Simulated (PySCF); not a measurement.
NMR shielding calculation of C4H6F2

The run: NMR shielding calculation of C4H6F2. Method and program: GIAO B3LYP/pcSseg-2 NMR shielding, non-relativistic, gas phase (PySCF 2.14.0).

The geometry comes from this level: PBE0-D3(BJ)/def2-SVP. Figures and captions count atoms from 1; the log counts them from 0 in places.

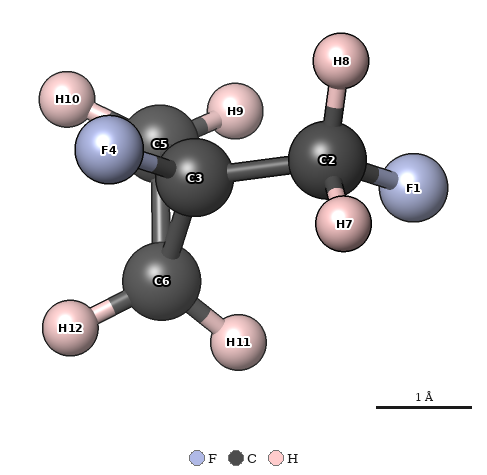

Fig. 1: The structure (ball-and-stick view, seen at a tilt; atoms are numbered from 1 in the order of the input).

**Results in brief**

| quantity | value |
| --- | --- |
| outcome | converged |
| total energy | −355.831555 hartree |
| HOMO | −7.95 eV |
| LUMO | 0.57 eV |
| dipole moment | 0.28 D |
| isotropic shielding, F | 395.3 to 431.1 ppm |
| isotropic shielding, C | 95.3 to 169.5 ppm |
| isotropic shielding, H | 26.7 to 30.5 ppm |
| hardware | 1 CPU thread, shared host |
| wall time | 33 s |
| peak memory | 1.2 GiB |

**The input**
```
{"job": {"kind": "nmr", "xc": "B3LYP", "basis": "pcSseg-2", "pop": false}, "charge": 0, "multiplicity": 1}
F      1.380693     1.019369    -1.067181
C      1.355736     0.540565     0.214895
C      0.047503    -0.155268     0.474521
F      0.026556    -0.627458     1.752868
C     -1.230817     0.341131    -0.095986
C     -0.630354    -0.965212    -0.568848
H      2.191212    -0.166694     0.355016
H      1.479743     1.380660     0.919822
H     -1.192321     1.202685    -0.767144
H     -2.105315     0.286483     0.556996
H     -0.180182    -0.999638    -1.564120
H     -1.105427    -1.890027    -0.232552
```

The first line tells a small driver script what to run in PySCF; the rest is the geometry in Å.

Launched with:
```bash
OMP_NUM_THREADS=1 python <driver script> task.json out
```

**Output**
```
coarse grid: 10240 points
cycle   1  E = -355.7548351052  dE =  7.663e-01  |g| = 6.860e-01  |ddm| = 2.273e+00
cycle   2  E = -355.6685903231  dE =  8.624e-02  |g| = 1.031e+00  |ddm| = 1.080e+00
cycle   3  E = -355.8303223271  dE = -1.617e-01  |g| = 8.484e-02  |ddm| = 6.862e-01
cycle   4  E = -355.8314175861  dE = -1.095e-03  |g| = 3.783e-02  |ddm| = 7.249e-02
cycle   5  E = -355.8317269051  dE = -3.093e-04  |g| = 6.045e-03  |ddm| = 2.950e-02
cycle   6  E = -355.8317333583  dE = -6.453e-06  |g| = 1.945e-03  |ddm| = 5.520e-03
final grid: 100272 points
cycle   7  E = -355.8315446672  dE = -8.842e-05  |g| = 7.388e-03  |ddm| = 4.662e-02
cycle   8  E = -355.8315334483  dE =  1.122e-05  |g| = 1.095e-02  |ddm| = 1.002e-02
cycle   9  E = -355.8315548763  dE = -2.143e-05  |g| = 8.262e-04  |ddm| = 6.072e-03
cycle  10  E = -355.8315549559  dE = -7.958e-08  |g| = 4.115e-04  |ddm| = 8.255e-04
cycle  11  E = -355.8315549869  dE = -3.098e-08  |g| = 5.753e-05  |ddm| = 2.754e-04
cycle  12  E = -355.8315549874  dE = -5.352e-10  |g| = 2.104e-05  |ddm| = 4.811e-05
```

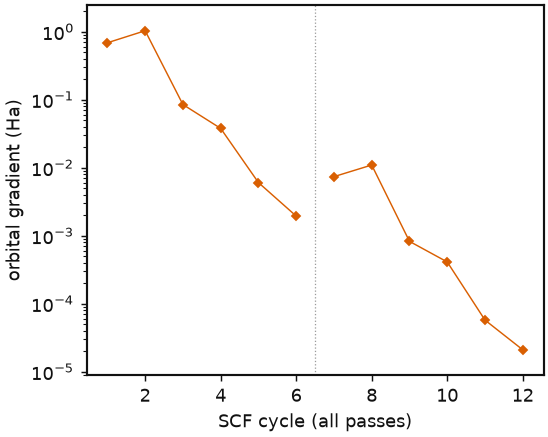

Fig. 2: Convergence of the self-consistent field: orbital gradient against the SCF cycle. The dotted line marks the change from a coarse to the final integration grid. The first 6 cycles use a coarse grid, the final grid takes over at cycle 7, and the field converges after 12 cycles in all.

```
converged SCF energy = -355.8315549874

GIAO shielding tensors (ppm)
atom      isotropic    diamagn.    paramagn.     s11        s22        s33       span
  0 F      431.095     469.694     -38.599    414.002    415.195    464.088     50.086
  1 C       95.297     233.659    -138.363     68.038     71.231    146.621     78.583
  2 C       99.835     241.487    -141.652     46.310     67.708    185.488    139.178
  3 F      395.271     469.246     -73.975    347.506    390.953    447.354     99.848
  4 C      169.482     250.258     -80.776    146.555    165.058    196.831     50.276
  5 C      169.430     250.248     -80.818    146.531    165.100    196.658     50.127
  6 H       26.711      28.252      -1.541     23.601     26.539     29.994      6.393
  7 H       26.710      28.254      -1.544     23.601     26.539     29.990      6.389
  8 H       30.492      30.937      -0.445     24.935     28.256     38.285     13.350
  9 H       30.476      30.532      -0.056     25.511     27.412     38.505     12.995
 10 H       30.494      30.930      -0.436     24.941     28.254     38.287     13.346
 11 H       30.470      30.523      -0.053     25.510     27.407     38.493     12.983
```

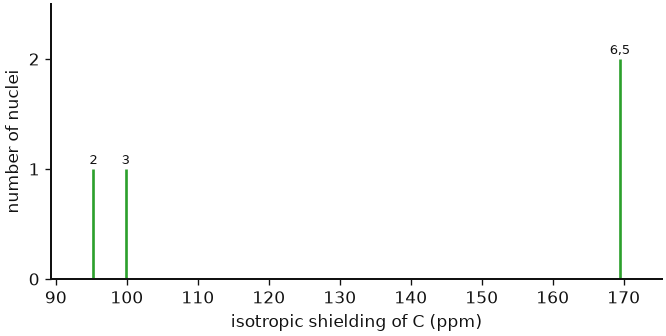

Fig. 3: Isotropic shieldings of the carbon nuclei in this fixed geometry, labelled by atom number; shielding grows to the right, so chemical shift grows to the left. The least shielded is C2 (95.3 ppm), the most shielded C5 (169.5 ppm).
